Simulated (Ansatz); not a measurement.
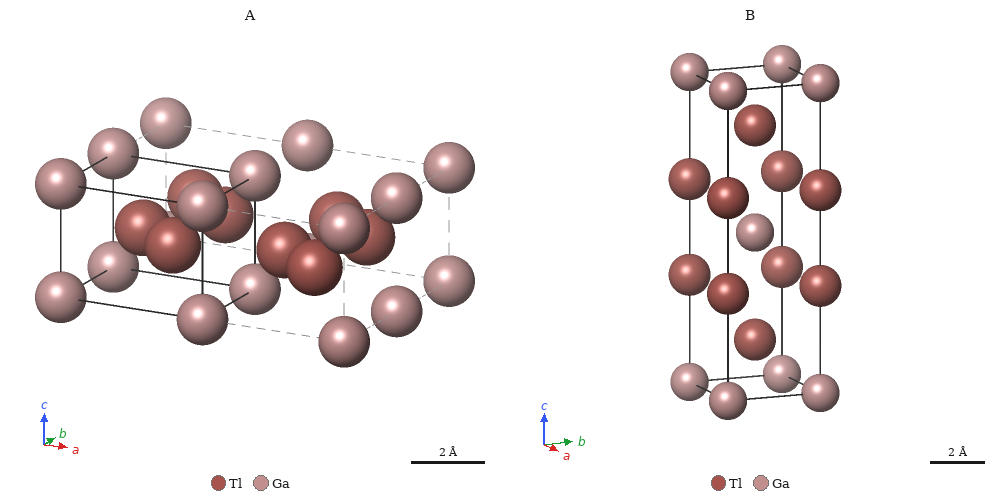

Two structures of Tl2Ga, each relaxed to rest (conventional cells in solid outline, small ones repeated, not to one scale). Method: DFT PBE, scalar-relativistic, plane waves, PAW in Ansatz, without spin polarisation.

**What are A and B?**

A: AlB₂ type, P6/mmm. B: 6 atoms a cell on a body-centred tetragonal lattice, I4/mmm.

**Which structure wins energetically, and by what margin?**

B is lower, by 62 meV/atom at this level of theory (energies at zero smearing). Volumes: A 28.5, B 27.5 Å³/atom.

One or both may be structure types tried for this composition rather than known phases.
